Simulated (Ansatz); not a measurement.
The calculation's input:

```
basis:
  gaussian: {orbitals: def2-TZVPD}
crystal:
  periodic: [false, false, false]
  atoms:
    - {symbol: "N", position_ang: [-0.150739, 0.424610, -0.275750]}
    - {symbol: "N", position_ang: [-1.304120, -2.026469, -0.567199]}
    - {symbol: O, position_ang: [-2.726271, 0.037176, -1.634418]}
    - {symbol: Si, position_ang: [-1.688172, -0.349525, -0.384123]}
    - {symbol: H, position_ang: [-0.095149, 1.378439, 0.059692]}
    - {symbol: H, position_ang: [0.577280, 0.228959, -0.952519]}
    - {symbol: H, position_ang: [-2.448303, 0.114174, 0.801493]}
    - {symbol: H, position_ang: [-0.593403, -2.429095, 0.032034]}
    - {symbol: H, position_ang: [-2.046822, -2.691899, -0.745035]}
    - {symbol: H, position_ang: [-2.433585, -0.268965, -2.505384]}
hamiltonian: {xc: {name: PBE0}}
output: {forces: true, orbitals: {seedname: orbitals}}
```

Run with:

```sh
ansatz run input.yaml --threads 1 --pin off --max-ram 2610MiB --events-out events.jsonl --progress --plain --runs-dir runs
```

Geometry: B3LYP/6-31G*.

The calculation used isolated molecule in a Gaussian basis; Kohn-Sham density functional theory, functional PBE0 (Ansatz).

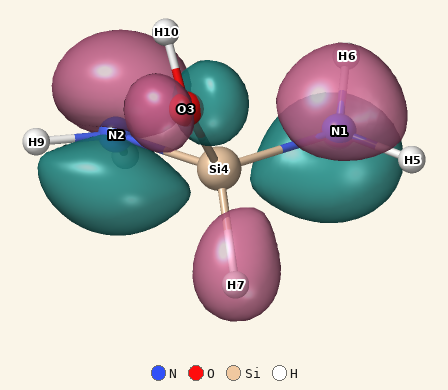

H6N2OSi. The HOMO−1 at ±0.15 Å⁻³ᐟ² (teal and pink are the two phases), seen from one side.

> Where does this orbital lie, and at what energy?

It lies mainly on N1 (about 30 %), N2 (about 30 %), Si4 (about 15 %) and O3 (about 10 %); largely a combination of lone pairs on N1, N2 and O3. Its energy is −7.72 eV.
